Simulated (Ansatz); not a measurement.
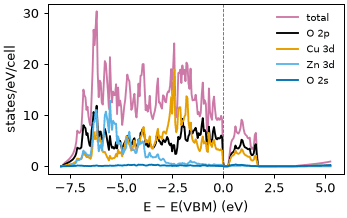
Fig. 1. Total and projected density of states of ZnCu₂O₄ in space group I4_1/amd (No. 141; Zn on 4a, Cu on 8d, O on 16h), the program Ansatz at the LDA level (PAW)

Question: Which orbitals carry the states next to the gap?

Answer: Top 1 eV of the valence band: O 2p 56 %, Cu 3d 38 %. Bottom 1 eV of the conduction band: O 2p 56 %, Cu 3d 37 %. Projections are on Löwdin-orthogonalised atomic valence shells; empty p or d shells of many metals are not among them.

Question: Where is the tallest occupied peak in this window, and what makes it?

Answer: Near -6.2 eV, about 30 states/eV per cell; the largest projected share is O 2p.

The first step of the workflow began from a Materials Project structure, measured or hypothetical; the Crystallography Open Database copy checked does not list it. Its standing as an ambient phase is unchecked. The LDA relaxation kept the symmetry of its start; of distortions, only those at the zone centre were tested. No spin polarisation was allowed. No Hubbard U is applied.

Potentials: the later of the program's two PAW sets.
